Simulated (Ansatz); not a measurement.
## Electronic structure of CH₃FOSn in real space

Input file:

```
crystal:
  periodic: [false, false, false]
  atoms:
    - {symbol: F, position_ang: [1.293416, -1.850442, 1.479209]}
    - {symbol: C, position_ang: [0.896554, -0.724579, 0.932411]}
    - {symbol: O, position_ang: [0.027789, -0.697223, 0.125462]}
    - {symbol: Sn, position_ang: [-0.680004, 1.490363, -0.880199]}
    - {symbol: H, position_ang: [1.460936, 0.131976, 1.316660]}
    - {symbol: H, position_ang: [-2.332419, 0.935816, -0.588313]}
    - {symbol: H, position_ang: [-0.605072, 0.645989, -2.430931]}
basis:
  gaussian: {orbitals: def2-TZVPP}
hamiltonian: {xc: pbe0, dispersion: d4}
output: {orbitals: {seedname: orbitals}}
```

Launched as:

```sh
ansatz run in.yaml --threads 2 --pin off --events-out ev --progress --plain --max-ram 4352MiB
```

Geometry: PBE0-D4/def2-TZVP; core potentials replace the inner electrons of Sn.

The calculation used RKS PBE0-D4/def2-TZVPP in Ansatz.

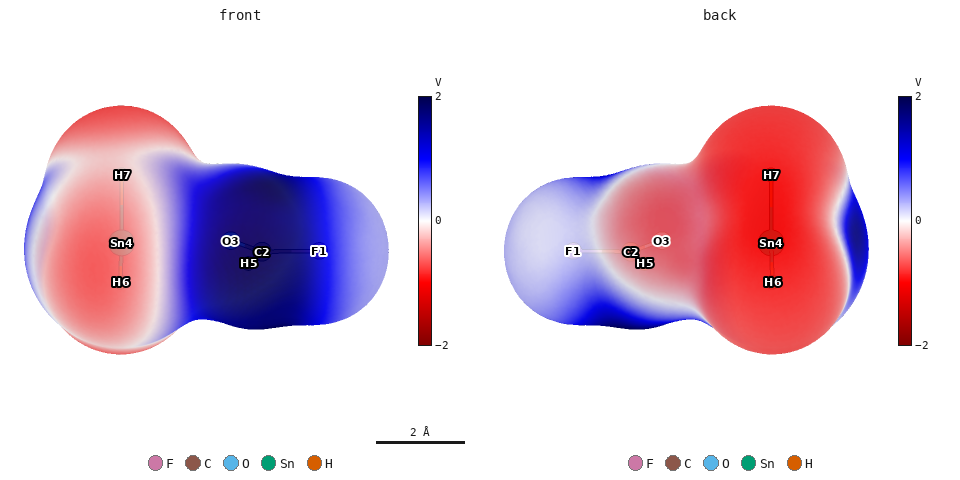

Figure 1. The electrostatic potential painted on the density surface at 0.001 e/bohr³, seen from the front and from behind; red is negative and blue positive.

Where is the surface potential most negative and most positive?

The most negative region (about −1.0 V, or −23 kcal/mol for a unit charge) lies over Sn4, H6 and H7, the most positive (about +1.9 V, or +44 kcal/mol for a unit charge) over C2 and H5.

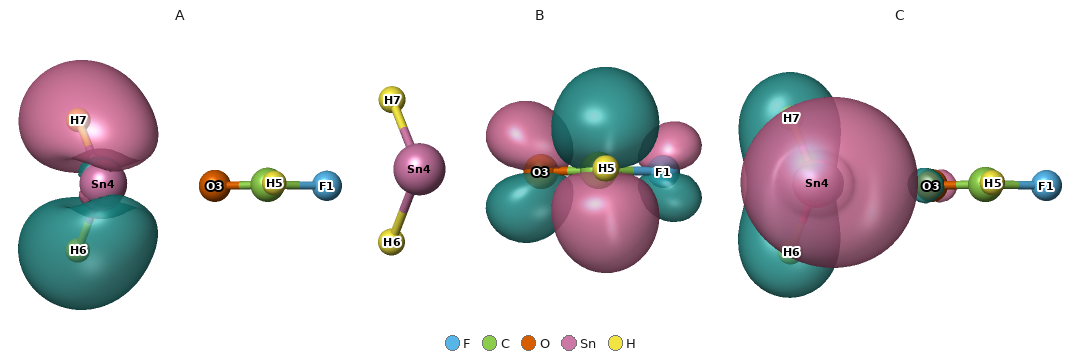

Figure 2. Three frontier orbitals at ±0.1 Å⁻³ᐟ² (teal and pink are the two phases), in no order.

Order the three orbitals by energy and name them.

A is the HOMO−1 (−7.78 eV). It lies mainly on Sn4 (about 45 %), H6 (about 25 %) and H7 (about 25 %). C is the HOMO (−6.07 eV). By Hirshfeld shares it lies mainly on Sn4 (about 75 %), H6 (about 10 %) and H7 (about 10 %). B is the LUMO (−1.99 eV). It lies mainly on C2 (about 50 %), O3 (about 30 %), F1 (about 10 %) and H5 (about 5 %); π-antibonding (π*) across C2–O3.

What is the HOMO–LUMO gap?

4.08 eV between the orbital energies.

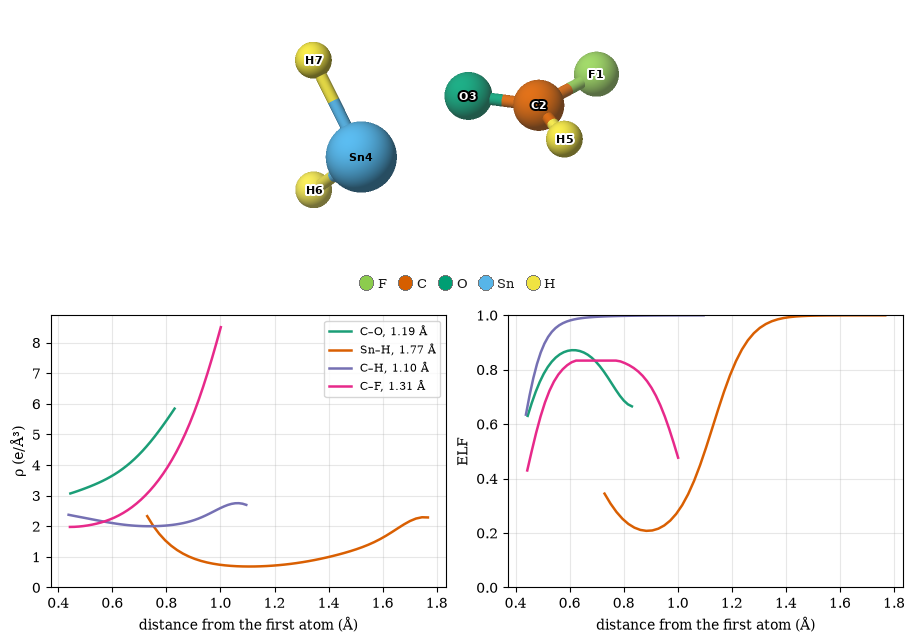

Figure 3. Electron density and electron localisation function along straight lines between neighbouring atoms. The curves leave out the atomic cores. The structure is drawn too.

Compare the contacts.

C–O (1.19 Å): ρ at the midpoint is about 3.6 e/Å³; the ELF peaks at about 0.85 between the atoms: a short, multiple covalent bond.
Sn–H (1.77 Å): ρ at the midpoint is about 1 e/Å³; the ELF climbs to about 1 towards the hydrogen.
C–H (1.10 Å): ρ at the midpoint is about 2.2 e/Å³; the ELF climbs to about 1 towards the hydrogen; an ordinary covalent bond to hydrogen.
C–F (1.31 Å): ρ at the midpoint is about 2.5 e/Å³; the ELF peaks at about 0.85 between the atoms, as expected for a polar covalent bond.
